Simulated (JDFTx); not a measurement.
System: TiC(100) (Fm-3m bulk; lattice of mp-631, not re-optimised at this level), 1x1 cell of 8 atoms in 4 planes (C/Ti outermost, slab composition Ti4C4), area 9.38 Å² a face, 6.6 Å between the outermost planes in a cell 22.5 Å high; k mesh 8×8×1, Fermi width 0.01 Ha, no spin polarisation. Whether this polymorph is the ambient one wasn't checked. Neither spin polarisation nor a larger cell was tried.

Computed with a modified build of JDFTx: PBE, GBRV ultrasoft potentials, plane waves to 20/100 Ha. Liquid on both sides: nonlinear PCM (GLSSA13), water, 0.5 M KF; nuclei fixed, outer atoms relaxed in vacuum. Potentials refer to SHE, placed 4.44 V below the bulk liquid's zero by convention. This is a symmetric, unreconstructed model surface, and the continuum liquid cannot react with it. Convergence in thickness and k mesh wasn't tested for this slab.

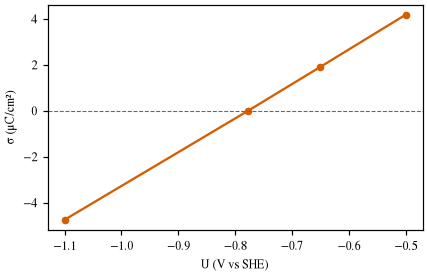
Surface charge density of TiC(100) against potential

Task: Read off the potential of zero charge and the mean capacitance σ/(U − U_pzc) at the computed points next to it.

Result: U_pzc ≈ -0.78 V. At -1.10 V it is about 15 μF/cm². At -0.65 V it is about 15 μF/cm².
